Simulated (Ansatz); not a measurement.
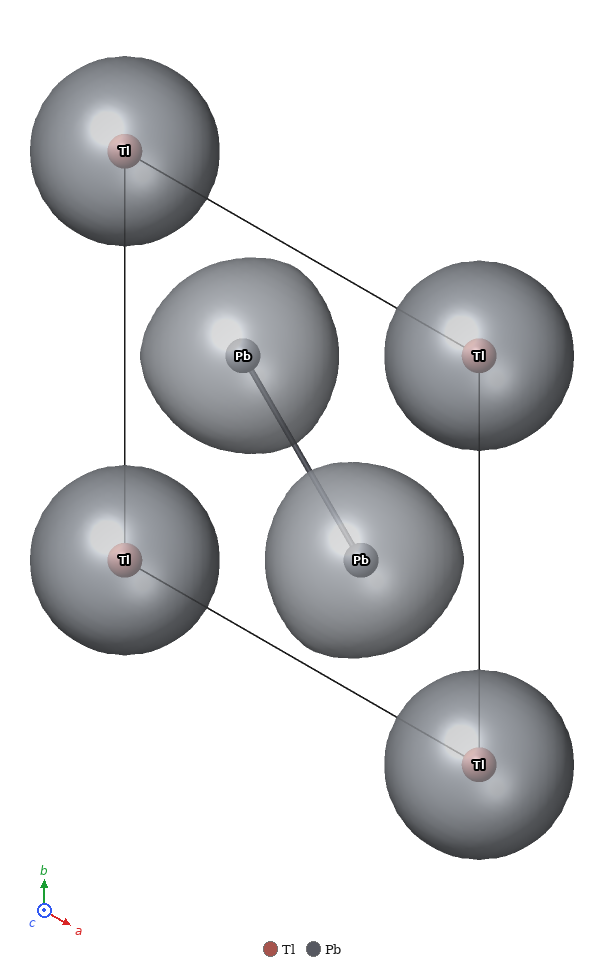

The picture shows: TlPb$_{2}$. Isosurface of the valence electron density at 0.2 e/Å³ (grey), seen along the c axis. Sticks mark near contacts.

Space group P6/mmm; a structure generated by program, which may or may not match a known phase; computed without spin polarisation.

All numbers below come from DFT PBE, scalar-relativistic, plane waves, PAW in Ansatz 0.2.0.

What does this surface tell about the bonding?

Answer. At this value the density breaks into separate islands; it holds about 85 % of the electrons treated as valence (semicore included). It bridges none of the near contacts. It is pinched off along the sampled Pb–Pb (3.30 Å), Tl–Tl (3.41 Å) and Pb–Pb (3.41 Å) contacts. On the grid the lowest density along these lines, outside the cores, is 0.17 e/Å³ (Pb–Pb, 3.30 Å), 0.12 e/Å³ (Tl–Tl, 3.41 Å) and 0.14 e/Å³ (Pb–Pb, 3.41 Å).

Which way does charge flow, and how much by Bader's partition?

Answer. Very little charge moves. Bader charges: Tl +0.03 and Pb −0.02 e.
